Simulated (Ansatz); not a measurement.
Ag₄O₃ (space group P-43m, No. 215): the geometry relaxed with DFT PBE, scalar-relativistic, plane waves, PAW (Ansatz); the starting structure was generated, so it need not be a known form of this composition.

```cif
data_structure
_symmetry_space_group_name_H-M 'P 1'
_symmetry_Int_Tables_number 1
_cell_length_a 4.7792
_cell_length_b 4.7792
_cell_length_c 4.7792
_cell_angle_alpha 90.000
_cell_angle_beta 90.000
_cell_angle_gamma 90.000
_cell_volume 109.16
loop_
_atom_site_label
_atom_site_type_symbol
_atom_site_fract_x
_atom_site_fract_y
_atom_site_fract_z
_atom_site_occupancy
Ag1 Ag 0.71273 0.71273 0.71273 1
Ag2 Ag 0.28727 0.28727 0.71273 1
Ag3 Ag 0.28727 0.71273 0.28727 1
Ag4 Ag 0.71273 0.28727 0.28727 1
O1 O 0.00000 0.00000 0.50000 1
O2 O 0.50000 0.00000 0.00000 1
O3 O 0.00000 0.50000 0.00000 1
```

Bonds are taken as Ag–O below 2.5 Å. The graph is simplified in the usual way: terminal and isolated atoms are pruned, two-connected atoms become edges.

What net does this leave?

The result is a binodal (3,4)-connected, three-periodic net: Ag is a 3-connected node; O is a 4-connected node, in the ratio 4:3. It is a single net, without interpenetration.

```
node  links  point symbol  coordination sequence
  Ag      3            6³        3 9 15 33 45 84
   O      4         6²·8⁴        4 8 20 30 60 68
```

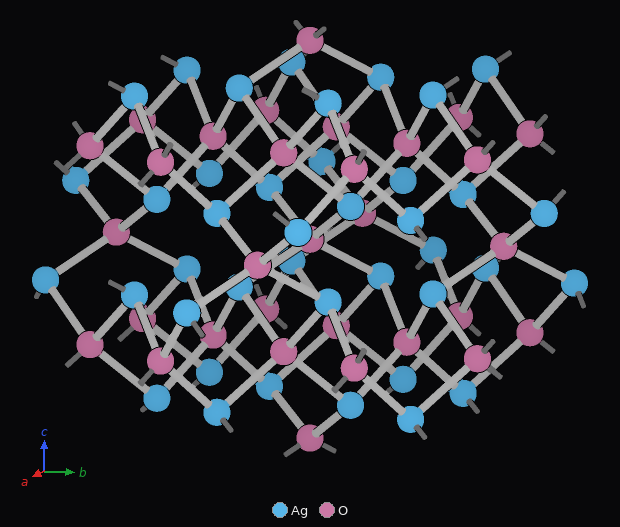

Nodes are coloured by topological kind. Edges to nodes outside the piece are drawn as stubs.
